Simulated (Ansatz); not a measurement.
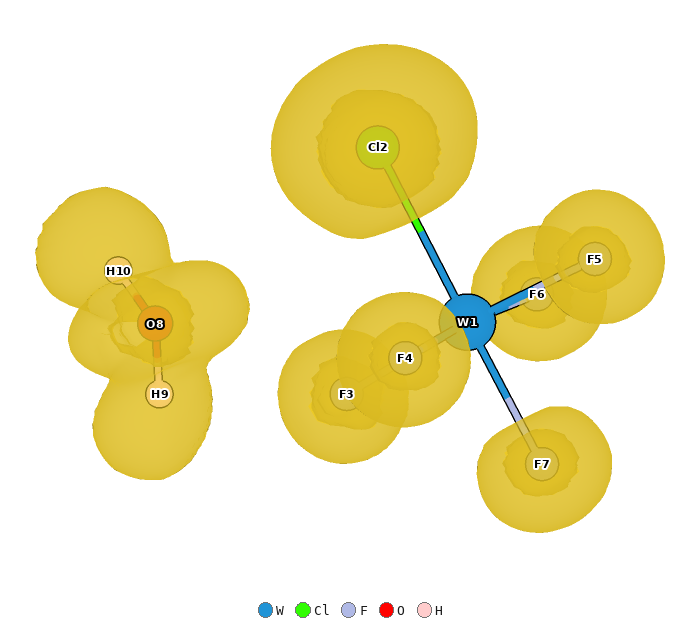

ClF$_{5}$W···H$_{2}$O. Isosurface of the electron localisation function at 0.75 (yellow), seen across its widest extent. Core shells and regions of very low density are left out.

Core potentials replace the inner electrons of W.

All numbers below come from RKS B3LYP-D4/def2-SVP (Ansatz 0.2.0).

```xyz
10

W    -0.3022   -0.2360   -0.0839
Cl   -0.5120   -0.1606    2.1864
F     1.5537   -0.2070    0.0087
F    -0.3797    1.6015   -0.2395
F    -2.1406   -0.3285   -0.2976
F    -0.2438   -2.0914   -0.0538
F    -0.1356   -0.3261   -1.9366
O     1.9839    2.0678    1.6804
H     2.5993    1.7467    1.0065
H     2.2908    1.6300    2.4864
```

> Describe the localisation domains.

At this value the surface marks out one region wrapped around Cl (its valence shell), five regions wrapped around F (the valence shell of each) and one joined region spread over several atoms (H, O), in which their bonds and any lone pairs are merged. Along the contacts the grid gives the following. W1···O8 (3.69 Å): the ELF dips to about 0 between them (a non-bonded, intermolecular contact). W–F (1.85 Å): the ELF peaks at about 0.85 in the valence shell of F, 0.5 Å from its nucleus, and drops to about 0.25 between the two atoms.
